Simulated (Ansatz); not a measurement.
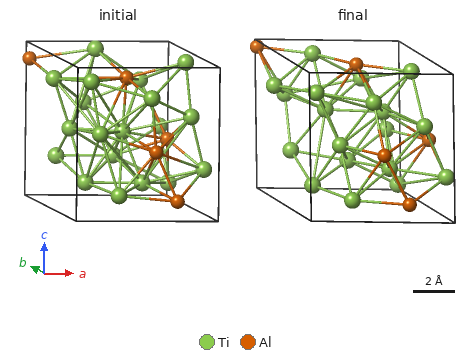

The structure of an amorphous cell of composition Ti₁₉Al₅ (coarse preliminary run) before (left) and after (right) a relaxation, at one scale.

Style: ball-and-stick. Shown: the cell of the calculation, reduced to other axes (origin shifted), slightly off an axis. Lengths and directions refer to the drawn axes.

Case: the last frame of the dynamics.

Computed with Ansatz 0.2.0, DFT PBE, scalar-relativistic, plane waves, PAW.

Input
```yaml
crystal:
  lattice:
    - [7.766553, -0.128644, 0.232017]
    - [-0.128644, 7.669709, 0.030364]
    - [0.232017, 0.030364, 7.436665]
  atoms:
    - { symbol: Ti, position: [0.8681255701, 0.4055073376, 0.2807931154] }
    - { symbol: Ti, position: [0.4156220466, 0.1363202841, 0.3995091002] }
    - { symbol: Ti, position: [0.7753978805, 0.9097945467, 0.852907784] }
    - { symbol: Ti, position: [0.3839309695, 0.2806297684, 0.7428086383] }
    - { symbol: Ti, position: [0.1203364569, 0.7446493608, 0.2112551585] }
    - { symbol: Ti, position: [0.0894442927, 0.1498767719, 0.2788616946] }
    - { symbol: Ti, position: [0.5841591228, 0.2846041359, 0.055931221] }
    - { symbol: Ti, position: [0.2171074647, 0.4091029435, 0.0916683189] }
    - { symbol: Ti, position: [0.8944056176, 0.2742176202, 0.9286397612] }
    - { symbol: Ti, position: [0.8862439617, 0.7778543895, 0.4684227086] }
    - { symbol: Ti, position: [0.2306458923, 0.7645741393, 0.5657640286] }
    - { symbol: Ti, position: [0.5742099343, 0.8291444999, 0.5848720246] }
    - { symbol: Ti, position: [0.0939871305, 0.0077104885, 0.960063437] }
    - { symbol: Ti, position: [0.4499347084, 0.8116553331, 0.2532429387] }
    - { symbol: Ti, position: [0.75861744, 0.0258982236, 0.2114089792] }
    - { symbol: Ti, position: [0.0595150139, 0.4184220085, 0.5504477429] }
    - { symbol: Ti, position: [0.7255167375, 0.2194597235, 0.5568605058] }
    - { symbol: Ti, position: [0.3701180789, 0.6425519932, 0.8872892832] }
    - { symbol: Ti, position: [0.7354740648, 0.6495143902, 0.1090756256] }
    - { symbol: Al, position: [0.4879698132, 0.4748857274, 0.4491217845] }
    - { symbol: Al, position: [0.0224735092, 0.6264621164, 0.8586835686] }
    - { symbol: Al, position: [0.0330871941, 0.0710929962, 0.6215282512] }
    - { symbol: Al, position: [0.7188720354, 0.5291096246, 0.7406611006] }
    - { symbol: Al, position: [0.4475698306, 0.9820817466, 0.9448294117] }
  symmetry: { detect: false }
basis:
  ecutwfc: 420
kpoints:
  mp_grid: { grid: [2, 2, 2], shift: [0.5, 0.5, 0.5] }
hamiltonian:
  xc: pbe
scf:
  occupations: { method: gaussian, width: 0.1 }
  lower_state_search: "off"
output:
  forces: true
  stress: true
  eigenvalues: true
relax:
  adjacent_minimum: "off"
  f_tol: 0.04
  max_steps: 70
  cell: { stress_tol: 0.3 }
```

Run as
```bash
ansatz run input.yaml --threads 2 --pin off --max-ram 5120MiB --backend cpu --events-out ev --progress --plain --runs-dir out
```

> What changed between the two?

The run was cut off at its time limit before the program reported convergence, but its last step already meets the force threshold: the largest component is 0.028 eV/Å against 0.04 eV/Å. The pressure is within 0.11 GPa of its target. The energy falls by 297 meV per atom in 23 geometry steps. The largest force component goes from 1.3 to 0.028 eV/Å. Pressure: −4.11 GPa at the start and 0.11 GPa at the end. Ti13 moves most relative to the cell: 1.74 Å along [3 0 2]. Largest moves by element: Ti 1.74 Å, Al 1.42 Å. Cell: a 7.440 → 7.443 Å (0.0 %), b 7.671 → 7.405 Å (−3.5 %), c 7.771 → 7.445 Å (−4.2 %), α 91.9° → 85.4°, β 93.5° → 94.2°, γ 90.4° → 94.6°. Volume −8.1 %. Near-neighbour distances that change, for instance: Ti8–Ti13 3.364 → 5.430 Å, Ti2–Ti13 4.808 → 2.752 Å, Ti12–Ti13 4.767 → 2.773 Å, Ti13–Ti15 3.121 → 5.074 Å. New bonds form, among them: Ti12–Ti13 (4.77 → 2.77 Å), Ti13–Ti16 (4.39 → 2.80 Å), Ti15–Al22 (3.84 → 2.80 Å), Ti2–Ti13 (4.81 → 2.75 Å). Bonds break, among them: Ti13–Ti15 (3.12 → 5.07 Å), Ti3–Ti15 (2.82 → 3.90 Å), Ti6–Ti16 (2.90 → 4.21 Å), Ti8–Ti9 (3.01 → 4.63 Å).

Limits of the set-up: the k-point mesh is coarse for a cell with partly filled bands; the periodic images lie only 7.4 Å apart, so the values are limited by the cell's size.
